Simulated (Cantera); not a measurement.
Charge: 1 mol borazine, 72 mol H₂, 7.2 mol N₂, 0.52 mol O₂, held at 0.188 Torr.

These are equilibrium values from Cantera (NASA tables, ideal gas, pure condensed phases), not measurements of a reactor. Candidate condensed phases: B, BN, B₂O₃, B₃O₃H₃, H₂O; 39 gas species. The feed counts by its element totals alone. Mutual solubility and eutectic melting of coexisting phases are not modelled. The tables' values for BH₂ are old estimates; treat these amounts as uncertain. Equilibrium is a limit: real reactors are often held back by kinetics, nucleation or transport.

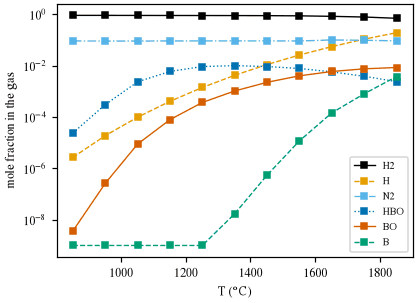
Equilibrium gas composition (values under 1e-9 drawn at 1e-9)

Problem. Read off the mole fractions at 1152 °C.

Solution. H₂ about 0.90, N₂ about 0.092, HBO about 0.0059, H about 0.00041, BO about 7.9e-5.
